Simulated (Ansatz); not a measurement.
# AlH4OSi with multiplicity 2: molecular dynamics

Purpose: to follow the molecule's vibrations and see whether its bonds hold. The start is relaxed first. Runs: 500 steps of 0.5 fs under a Langevin thermostat at 500 K. SMILES of the start: [AlH][O][SiH3].

All numbers below are computed with Ansatz 0.2.0 (UHF/6-31G*).

## Step 1: The starting structure

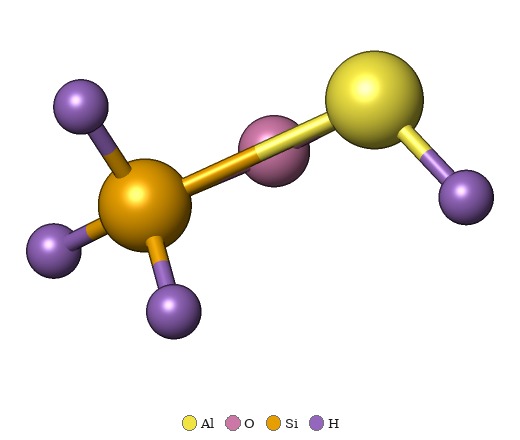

The starting structure, seen from a chosen angle (aluminium yellow, oxygen pink, silicon amber, hydrogen purple).

As a file:

```xyz
7

Al   -1.6947   -0.8810   -0.0572
O     0.0210   -1.1788    0.2995
Si    0.7634    0.3614    0.3102
H    -2.1712   -0.7805   -1.5877
H     0.6729    1.0110   -1.0045
H     0.2175    1.2252    1.3769
H     2.2523    0.1747    0.6170
```

## Step 2: Preparing the start

The input, input.yaml:

```yaml
crystal:
  periodic: [false, false, false]
  atoms:
    - { symbol: Al, position_ang: [-1.6947, -0.881, -0.0572] }
    - { symbol: O, position_ang: [0.021, -1.1788, 0.2995] }
    - { symbol: Si, position_ang: [0.7634, 0.3614, 0.3102] }
    - { symbol: H, position_ang: [-2.1712, -0.7805, -1.5877] }
    - { symbol: H, position_ang: [0.6729, 1.011, -1.0045] }
    - { symbol: H, position_ang: [0.2175, 1.2252, 1.3769] }
    - { symbol: H, position_ang: [2.2523, 0.1747, 0.617] }
magnetization:
  spin_polarized: true
  initial_magnetization: 1
basis:
  gaussian: { orbitals: "6-31G*" }
hamiltonian:
  xc: hf
relax:
  f_tol: 0.02
  max_steps: 40
```

The run is started by

```sh
$ ansatz run input.yaml --threads 1 --pin off --max-ram 2048MiB --backend cpu --events-out ev --progress --plain --runs-dir out
```

The program printed, shortened:

```text
Warning: RAYON_NUM_THREADS=1 ignored (pool sized by the plan → 1); use --threads N
[...]
Functional definition: HF
[...]
617 factors; integrals over basis functions are off by at most 6.4e-4 eV
[...]
mean field -16545.53563841 eV, -608.0372197449 hartree, gradient 1.9e-5 eV, S^2 0.756512; 1 other end points of the search recorded, 0 dependent functions left out
[...]
reference -16545.53563841 eV, -608.0372197449 hartree; 20, 19 occupied and 41, 42 virtual orbitals, 617 factors
relax step   1: F+E_penalty+E_count = -16545.53563841 eV  Δ(F+E_penalty+E_count) = +0.000e0 eV  max|allowed force component| = 2.938e0 eV/Å  Δτ_max = 0.0000 Å  (65 SCF iters, accepted)
[...]
relax step   4: F+E_penalty+E_count = -16546.14946101 eV  Δ(F+E_penalty+E_count) = -6.096e-2 eV  max|allowed force component| = 1.870e0 eV/Å  Δτ_max = 0.1325 Å  (34 SCF iters, accepted)
[...]
relax step   7: F+E_penalty+E_count = -16546.29330677 eV  Δ(F+E_penalty+E_count) = -2.511e-3 eV  max|allowed force component| = 1.950e-2 eV/Å  Δτ_max = 0.0626 Å  (37 SCF iters, accepted)
[...]
relax step  10: F+E_penalty+E_count = -16546.29107763 eV  Δ(F+E_penalty+E_count) = +3.059e-3 eV  max|allowed force component| = 2.011e-1 eV/Å  Δτ_max = 0.0973 Å  (35 SCF iters, rejected (line search))
[...]
relax step  13: F+E_penalty+E_count = -16546.29693585 eV  Δ(F+E_penalty+E_count) = -1.753e-4 eV  max|allowed force component| = 3.146e-2 eV/Å  Δτ_max = 0.0277 Å  (30 SCF iters, accepted)
[...]
relax step  14: F+E_penalty+E_count = -16546.29711906 eV  Δ(F+E_penalty+E_count) = -1.832e-4 eV  max|allowed force component| = 3.401e-2 eV/Å  Δτ_max = 0.0109 Å  (30 SCF iters, accepted)
[...]
relax step  15: F+E_penalty+E_count = -16546.29738347 eV  Δ(F+E_penalty+E_count) = -2.644e-4 eV  max|allowed force component| = 2.538e-3 eV/Å  Δτ_max = 0.0176 Å  (29 SCF iters, accepted)
617 factors; integrals over basis functions are off by at most 5.0e-4 eV
[...]
mean field -16546.29738347 eV, -608.0652133593 hartree, gradient 1.5e-5 eV, S^2 0.756157; 1 other end points of the search recorded, 0 dependent functions left out
[...]
reference -16546.29738347 eV, -608.0652133593 hartree; 20, 19 occupied and 41, 42 virtual orbitals, 617 factors
Total energy: -16546.29738347 eV, -608.0652133593 hartree
Atom 0 at    -1.649643    -1.500489    -0.212756 Å, force    -0.000950     0.000175    -0.001390 eV/Å
Atom 1 at    -0.398509    -0.367338    -0.053857 Å, force     0.001666     0.001776    -0.000526 eV/Å
Atom 2 at     0.874001     0.564231     0.331889 Å, force    -0.001879    -0.002538    -0.000339 eV/Å
Atom 3 at    -2.611094    -1.351753    -1.482364 Å, force     0.000089    -0.000686     0.002082 eV/Å
Atom 4 at     1.235226     1.445350    -0.795526 Å, force     0.001198     0.001965    -0.001104 eV/Å
Atom 5 at     0.562471     1.409581     1.502318 Å, force    -0.001085     0.000009     0.000412 eV/Å
Atom 6 at     2.048748    -0.267583     0.664496 Å, force     0.000960    -0.000702     0.000866 eV/Å
Dipole moment:    -0.082515    -0.163208     0.087985 e Å
```

Wall time 32 s (1 thread of Arm Neoverse N1, shared host); peak memory 0.13 GiB.

Step by step:

| step | energy from step 1 (eV) | largest force component (eV/Å) |
| --- | --- | --- |
| 1 | 0.0000 | 2.9378 |
| 2 | -0.3307 | 1.9247 |
| 3 | -0.5529 | 1.5402 |
| 4 | -0.6138 | 1.8696 |
| 5 | -0.7301 | 0.4489 |
| 6 | -0.7552 | 0.0309 |
| 7 | -0.7577 | 0.0195 |
| 8x | -0.7565 | 0.1854 |
| 9 | -0.7585 | 0.1147 |
| 10x | -0.7554 | 0.2011 |
| 11 | -0.7606 | 0.0216 |
| 12 | -0.7611 | 0.0307 |
| 13 | -0.7613 | 0.0315 |
| 14 | -0.7615 | 0.0340 |
| 15 | -0.7617 | 0.0025 |

Step 1 is the start. 2 steps were tried and not accepted (marked x).

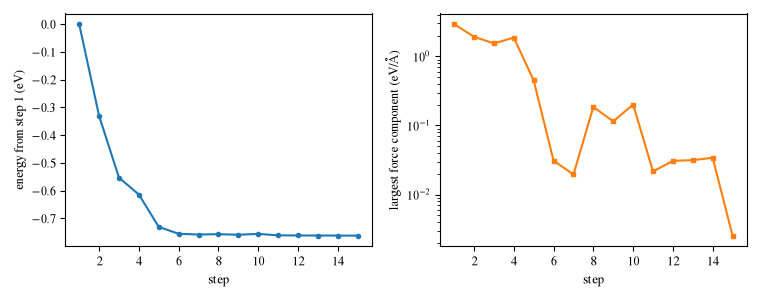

Energy and largest force along the relaxation.

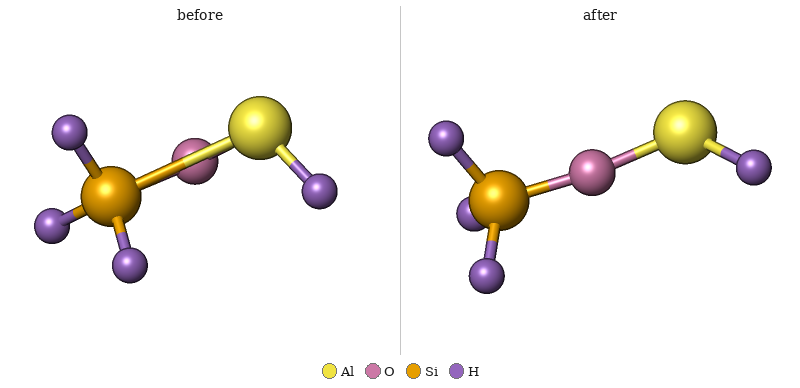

Before and after, at one scale.

After: Bond lengths: Al1–O2 1.695 Å, O2–Si3 1.624 Å, Al1–H4 1.600 Å, Si3–H5 1.476 Å, Si3–H6 1.477 Å, Si3–H7 1.477 Å. Angles: Al1–O2–Si3 169.8°, O2–Al1–H4 117.1°, O2–Si3–H5 110.7°, O2–Si3–H6 110.6°, O2–Si3–H7 110.7°, H5–Si3–H6 108.4°, H5–Si3–H7 108.3°, H6–Si3–H7 108.2°.

Pairs that crossed the distance rule for bonds on the way: moved apart Al1–Si3.

## Step 3: The run

500 steps of 0.5 fs under a Langevin thermostat at 500 K, from the relaxed start.

The input, input.yaml:

```yaml
crystal:
  periodic: [false, false, false]
  atoms:
    - { symbol: Al, position_ang: [-1.649643, -1.500489, -0.212756] }
    - { symbol: O, position_ang: [-0.398509, -0.367338, -0.053857] }
    - { symbol: Si, position_ang: [0.874001, 0.564231, 0.331889] }
    - { symbol: H, position_ang: [-2.611094, -1.351753, -1.482364] }
    - { symbol: H, position_ang: [1.235226, 1.44535, -0.795526] }
    - { symbol: H, position_ang: [0.562471, 1.409581, 1.502318] }
    - { symbol: H, position_ang: [2.048748, -0.267583, 0.664496] }
magnetization:
  spin_polarized: true
  initial_magnetization: 1
basis:
  gaussian: { orbitals: "6-31G*" }
hamiltonian:
  xc: hf
md:
  timestep: 0.5
  n_steps: 500
  ensemble: nvt_langevin
  temperature: 500.0
  initial_velocities: maxwell_boltzmann
  seed: 102765
  friction: 0.05
```

The run is started by

```sh
$ ansatz run input.yaml --threads 1 --pin off --max-ram 2048MiB --backend cpu --events-out ev --progress --plain --runs-dir out
```

The program printed, shortened:

```text
Warning: RAYON_NUM_THREADS=1 ignored (pool sized by the plan → 1); use --threads N
[...]
[... 1 set-up line as earlier in the session ...]
[...]
616 factors; integrals over basis functions are off by at most 5.7e-4 eV
[...]
mean field -16546.29736504 eV, -608.0652126821 hartree, gradient 1.8e-5 eV, S^2 0.756157; 0 other end points of the search recorded, 0 dependent functions left out
[...]
reference -16546.29736504 eV, -608.0652126821 hartree; 20, 19 occupied and 41, 42 virtual orbitals, 616 factors
md step     0: t =     0.00 fs  T =   428.6 K  F+E_penalty+E_count = -16546.29736504 eV  E_kin = 0.387780 eV  (41 SCF iters)
[...]
md step    25: t =    12.50 fs  T =   329.7 K  F+E_penalty+E_count = -16545.87858621 eV  E_kin = 0.298330 eV  (29 SCF iters)
[...]
md step    50: t =    25.00 fs  T =   602.6 K  F+E_penalty+E_count = -16546.10861302 eV  E_kin = 0.545270 eV  (30 SCF iters)
[...]
md step    75: t =    37.50 fs  T =   365.4 K  F+E_penalty+E_count = -16545.94026917 eV  E_kin = 0.330658 eV  (29 SCF iters)
[...]
md step   100: t =    50.00 fs  T =   619.5 K  F+E_penalty+E_count = -16546.04912245 eV  E_kin = 0.560535 eV  (29 SCF iters)
md step   101: t =    50.50 fs  T =   585.0 K  F+E_penalty+E_count = -16546.05148135 eV  E_kin = 0.529297 eV  (29 SCF iters)
```

## Step 4: The output, continued: dynamics from the start

The log, continued, shortened:

```text
md step   102: t =    51.00 fs  T =   512.3 K  F+E_penalty+E_count = -16546.04187489 eV  E_kin = 0.463547 eV  (29 SCF iters)
[...]
md step   134: t =    67.00 fs  T =   313.0 K  F+E_penalty+E_count = -16546.06504089 eV  E_kin = 0.283211 eV  (29 SCF iters)
[...]
md step   166: t =    83.00 fs  T =   212.5 K  F+E_penalty+E_count = -16545.98534804 eV  E_kin = 0.192237 eV  (30 SCF iters)
[...]
md step   198: t =    99.00 fs  T =   463.1 K  F+E_penalty+E_count = -16545.99647068 eV  E_kin = 0.418989 eV  (30 SCF iters)
[...]
md step   229: t =   114.50 fs  T =   483.7 K  F+E_penalty+E_count = -16546.09582192 eV  E_kin = 0.437640 eV  (30 SCF iters)
md step   230: t =   115.00 fs  T =   490.0 K  F+E_penalty+E_count = -16546.09742180 eV  E_kin = 0.443400 eV  (29 SCF iters)
```

## Step 5: More of the same log: dynamics from the start

Output, continued, shortened:

```text
md step   231: t =   115.50 fs  T =   470.7 K  F+E_penalty+E_count = -16546.09777934 eV  E_kin = 0.425910 eV  (29 SCF iters)
[...]
md step   257: t =   128.50 fs  T =   620.4 K  F+E_penalty+E_count = -16546.00434119 eV  E_kin = 0.561393 eV  (30 SCF iters)
[...]
md step   283: t =   141.50 fs  T =   392.8 K  F+E_penalty+E_count = -16545.96527702 eV  E_kin = 0.355426 eV  (30 SCF iters)
[...]
md step   309: t =   154.50 fs  T =   395.3 K  F+E_penalty+E_count = -16546.04969283 eV  E_kin = 0.357644 eV  (30 SCF iters)
[...]
md step   499: t =   249.50 fs  T =   384.7 K  F+E_penalty+E_count = -16545.50864441 eV  E_kin = 0.348118 eV  (31 SCF iters)
[...]
md step   500: t =   250.00 fs  T =   361.2 K  F+E_penalty+E_count = -16545.52844953 eV  E_kin = 0.326852 eV  (57 SCF iters)
Total energy: -16545.52844953 eV, -608.0369555581 hartree
Atom 0 at    -1.620947    -1.500068     0.247862 Å, force    -2.442439    -1.274726    -0.843360 eV/Å
Atom 1 at    -0.394324    -0.394478     0.079016 Å, force    -1.046494    -0.277653    -0.454707 eV/Å
Atom 2 at     0.923481     0.337511     0.478203 Å, force     4.647142     3.060551    -0.021453 eV/Å
Atom 3 at    -2.956208    -1.618612    -0.944384 Å, force     1.363069     0.235447     1.075061 eV/Å
Atom 4 at     1.894670     0.566135    -0.708362 Å, force    -1.133955    -0.356332     0.592233 eV/Å
Atom 5 at     0.876539     1.681573     1.138256 Å, force    -1.036429    -0.070572    -0.530671 eV/Å
Atom 6 at     1.870532    -0.148492     1.490463 Å, force    -0.350895    -1.316716     0.182897 eV/Å
Dipole moment:    -0.226751    -0.268432     0.133818 e Å
```

Run time: 13 min. Hardware: 1 thread of Arm Neoverse N1, shared host; peak memory 0.12 GiB.

## Step 6: What the atoms did

One step in 26; energies are changes from step 0:

| time (fs) | T (K) | potential energy change (meV/atom) |
| --- | --- | --- |
| 0.0 | 429 | 0.0 |
| 13.0 | 391 | 58.4 |
| 26.0 | 666 | 26.9 |
| 39.0 | 455 | 40.4 |
| 52.0 | 400 | 42.8 |
| 65.0 | 262 | 41.1 |
| 78.0 | 415 | 27.2 |
| 91.0 | 471 | 27.0 |
| 104.0 | 486 | 58.4 |
| 117.0 | 480 | 30.2 |
| 130.0 | 524 | 33.5 |
| 143.0 | 556 | 35.4 |
| 156.0 | 442 | 39.9 |
| 169.0 | 415 | 33.2 |
| 182.0 | 302 | 36.0 |
| 195.0 | 371 | 29.8 |
| 208.0 | 534 | 30.0 |
| 221.0 | 334 | 29.0 |
| 234.0 | 341 | 61.9 |
| 247.0 | 613 | 87.5 |
| 250.0 | 361 | 109.8 |

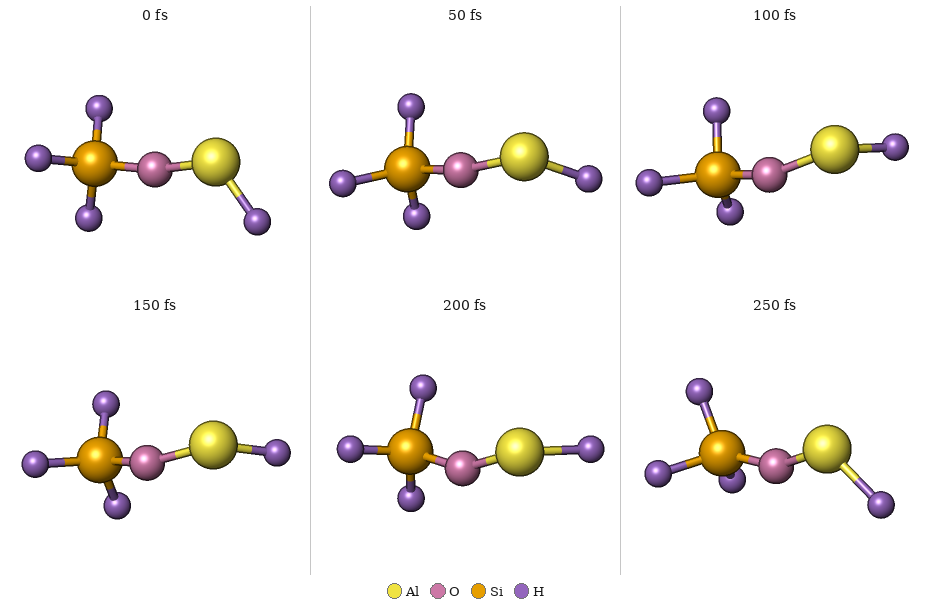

Six frames of the run, seen from a free direction. Sticks join atoms within a bonding distance in each frame.

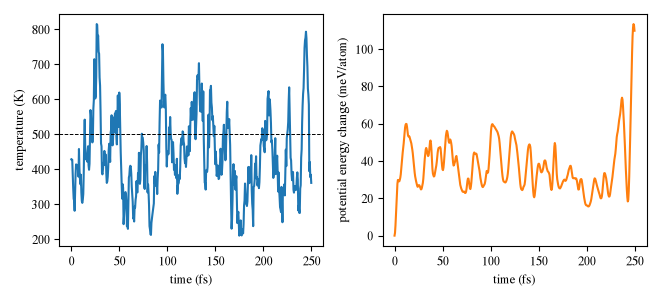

Traces against time; each panel has its own scale. The dashed line is the set temperature.

## Step 7: Snapshots as a file

Extended XYZ, with forces in eV/Å:

```xyz
7
time_fs=31.0 T=474 dE=0.2633
Al   -1.655   -1.483   -0.151    0.277    0.428    0.475
O    -0.403   -0.329    0.012    1.291    0.156    0.441
Si    0.962    0.590    0.287   -0.409    0.188   -0.194
H    -1.893   -2.176   -1.544    0.007   -0.110   -0.351
H     1.412    1.110   -1.044   -0.190    0.062    0.443
H     0.557    1.752    1.221    0.511   -0.982   -0.684
H     2.257   -0.097    0.810   -1.487    0.257   -0.130
7
time_fs=62.5 T=387 dE=0.2719
Al   -1.524   -1.481   -0.028   -0.029    0.050   -0.012
O    -0.414   -0.209    0.061    0.589    1.211   -0.383
Si    0.975    0.681    0.147   -0.946   -0.970    2.616
H    -1.506   -2.265   -1.410   -0.091   -0.166   -0.114
H     1.606    1.117   -1.034    0.239    0.330   -1.596
H     0.906    1.891    1.057   -0.366   -0.508   -0.538
H     1.856   -0.270    0.832    0.604    0.053    0.026
7
time_fs=94.0 T=577 dE=0.1948
Al   -1.442   -1.544    0.024   -0.619   -0.690   -0.008
O    -0.520   -0.156    0.091    0.382    0.856    0.260
Si    0.836    0.721    0.212    1.300   -1.365    1.051
H    -1.141   -2.512   -1.200   -0.011   -0.148   -0.103
H     1.342    0.980   -1.124    0.251    0.204   -0.345
H     0.748    1.929    0.993   -0.524    0.772    0.097
H     1.894   -0.046    1.062   -0.779    0.371   -0.952
7
time_fs=125.0 T=542 dE=0.3736
Al   -1.415   -1.625    0.061    0.108   -0.233   -0.435
O    -0.581   -0.163    0.205    0.411   -0.024    0.552
Si    0.826    0.653    0.294    0.564   -0.416   -0.205
H    -0.732   -2.491   -1.107   -0.239   -0.253    0.100
H     1.284    0.872   -1.103   -0.313    0.765    0.211
H     0.579    1.720    1.276    0.162    0.517   -0.437
H     2.086    0.003    0.802   -0.693   -0.356    0.214
7
time_fs=156.0 T=442 dE=0.2792
Al   -1.504   -1.618    0.113   -0.541   -1.107   -0.736
O    -0.518   -0.262    0.232    0.666    0.016   -0.078
Si    0.913    0.496    0.336    1.369   -0.371    1.470
H    -1.405   -2.641   -1.238    0.033    0.684    0.778
H     1.343    1.028   -0.926   -0.091    0.580   -0.771
H     0.829    1.512    1.426   -0.031   -0.054   -0.455
H     2.172   -0.346    0.728   -1.405    0.252   -0.209
7
time_fs=187.5 T=441 dE=0.2160
Al   -1.516   -1.519    0.077   -1.201   -0.478    0.383
O    -0.430   -0.261    0.094    0.161   -0.069   -0.204
Si    1.000    0.384    0.380    1.174    1.113    0.971
H    -1.296   -2.713   -0.900    0.166   -0.434   -0.406
H     1.550    1.100   -0.728    0.085    0.500   -1.085
H     0.864    1.396    1.456    0.033   -0.222    0.112
H     2.124   -0.521    0.716   -0.418   -0.411    0.230
7
time_fs=219.0 T=350 dE=0.2346
Al   -1.657   -1.454    0.182   -0.740   -0.527    0.439
O    -0.453   -0.313    0.071    2.314    1.079    0.709
Si    0.999    0.385    0.487    0.022    0.572   -1.920
H    -2.029   -2.168   -1.153   -0.222   -0.298   -0.467
H     1.801    0.719   -0.789   -0.761   -0.302    0.861
H     0.835    1.643    1.212   -0.384    0.219    0.121
H     1.958   -0.355    1.302   -0.228   -0.743    0.257
7
time_fs=250.0 T=361 dE=0.7689
Al   -1.621   -1.500    0.248   -2.442   -1.275   -0.843
O    -0.394   -0.395    0.079   -1.046   -0.278   -0.455
Si    0.923    0.338    0.478    4.647    3.061   -0.021
H    -2.956   -1.619   -0.944    1.363    0.235    1.075
H     1.895    0.566   -0.708   -1.134   -0.356    0.592
H     0.876    1.682    1.138   -1.036   -0.071   -0.531
H     1.871   -0.148    1.490   -0.351   -1.317    0.183
```

## Step 8: Results

| quantity | value |
| --- | --- |
| relaxation of the start | 12 moves, 0.762 eV lower |
| length | 500 steps of 0.5 fs |
| temperature, first and last step | 429 and 361 K |
| temperature, second half | mean 443 K, from 210 to 794 K |
| potential energy, second half | +36 meV/atom from the start |
| bonds formed or broken | 0 |

In words: Against a set 500 K the second half averages 443 K with a spread of 124 K. The bonds all hold. Averages from a run of 250 fs with 7 atoms are rough. The nuclei move classically, without zero-point motion, which matters most for hydrogen.
